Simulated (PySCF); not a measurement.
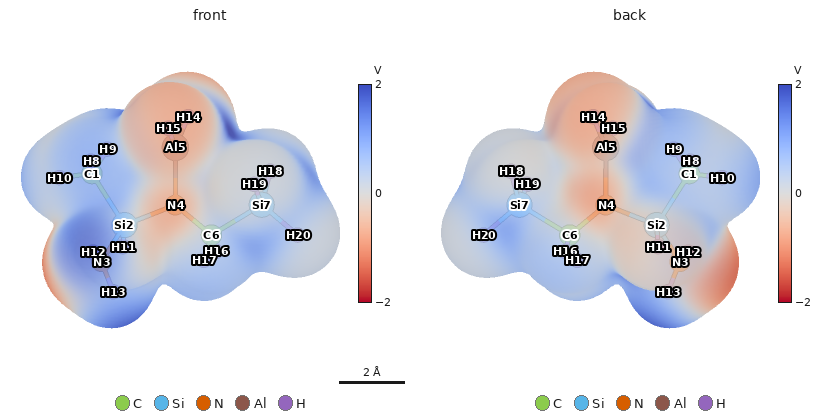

*C₂H₁₃AlN₂Si₂. The molecular electrostatic potential painted on the density surface at 0.002 e/bohr³, seen from the front and from behind; the colour scale runs from red (negative) to blue (positive).*

Geometry: GFN2-xTB.

Level of theory: PBE0/pcSseg-1, SCF density, gas phase, non-relativistic (PySCF).

Input file:

```
{"job": {"kind": "nmr", "xc": "PBE0", "basis": "pcSseg-1"}, "charge": 0, "multiplicity": 1}
C     -2.430977     0.169189     0.739799
Si    -1.302998     0.387724    -0.770353
N     -1.773458    -0.772916    -1.959525
N      0.255741     0.228956    -0.013505
Al     0.133542    -0.021853     1.776871
C      1.456450     0.280405    -0.845981
Si     2.986302    -0.024534     0.230451
H     -2.365963    -0.847163     1.128417
H     -2.102650     0.846459     1.534342
H     -3.471096     0.383209     0.526106
H     -1.457817     1.677769    -1.453609
H     -1.936902    -1.727026    -1.679199
H     -1.326886    -0.754190    -2.861187
H      0.292636     1.166308     2.755073
H      0.051928    -1.453299     2.360299
H      1.518611     1.252509    -1.349488
H      1.386855    -0.467958    -1.645141
H      3.030826     0.996886     1.285804
H      2.867601    -1.351712     0.851367
H      4.183108     0.041915    -0.613580
```

Command:

```sh
OMP_NUM_THREADS=1 python probes_run.py task.json out
```

Question: Describe the electrostatic potential map.

Answer: The most negative region (about −1.3 V, or −30 kcal/mol for a unit charge) lies over N3, the most positive (about +1.7 V, or +39 kcal/mol for a unit charge) over Al5 and H13. N3 is the likeliest acceptor of a hydrogen bond.

Question: What dipole moment does the calculation give?

Answer: Its dipole moment is 1.80 D.
